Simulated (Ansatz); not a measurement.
## How methods differ on AlH2OF (SMILES [OH][AlH][F])

The species is AlH2OF (5 atoms), meant as a singlet with charge 0. As SMILES, `[OH][AlH][F]`. Geometry: a GFN2-xTB relaxation, a rough one for these elements and not checked as a minimum. This is one conformer, not always the lowest.

```xyz
5

O    -1.0217    0.3258   -0.3273
Al    0.4730   -0.1391    0.1441
F     0.7788   -1.5669    0.9121
H    -1.8711    0.6287   -0.6143
H     1.6411    0.7515   -0.1146
```

Quantity: the energy change with the O1–Al2 bond stretched from 1.635 to 2.043 Å, in eV. The values are calculated.

```
                        level                    kind  program  value (eV)  less FCI/STO-3G  CPU time (all runs)
       HF/STO-3G (restricted)            Hartree–Fock   Ansatz        2.91            +0.11               0.18 s
   r2SCAN/STO-3G (restricted)                meta-GGA   Ansatz        2.51            -0.29                4.6 s
CAM-B3LYP/STO-3G (restricted)  range-separated hybrid   Ansatz        2.66            -0.14                2.3 s
  wB97M-V/STO-3G (restricted)  range-separated hybrid   Ansatz        2.65            -0.15                 36 s
      MP2/STO-3G (restricted)     perturbation theory   Ansatz        2.90            +0.10               0.18 s
  BCCD(T)/STO-3G (restricted)   coupled cluster or CI   Ansatz        2.81            +0.01               0.35 s
  CCSD(T)/STO-3G (restricted)   coupled cluster or CI   Ansatz        2.81            +0.01               0.29 s
                   FCI/STO-3G      exact in the basis   Ansatz        2.80             0.00                 34 s
```

FCI/STO-3G is exact within its basis and frozen core, so for wave-function methods in that basis the difference is their error; functionals converge differently with the basis, so for them it is only a difference. The first shape isn't each level's own minimum. The values span 2.51 to 2.91 eV. All rows use very small basis sets, so none should be taken for the real molecule's value. In so small a basis fixed costs decide the times, and correlated methods can beat functionals. Times are those of the runs behind each value, whatever else they computed, on shared processors of several kinds: orders of magnitude only.

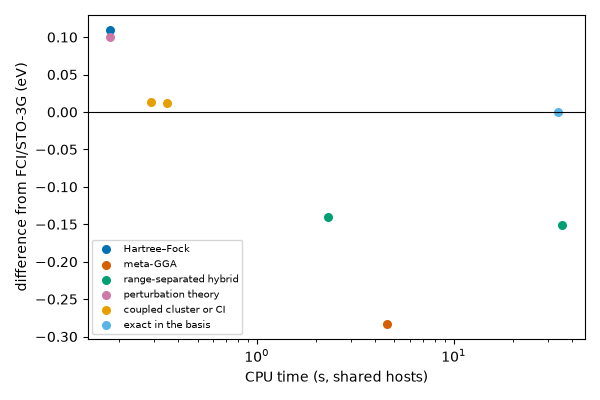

Difference from FCI/STO-3G against processor time, one point a level.
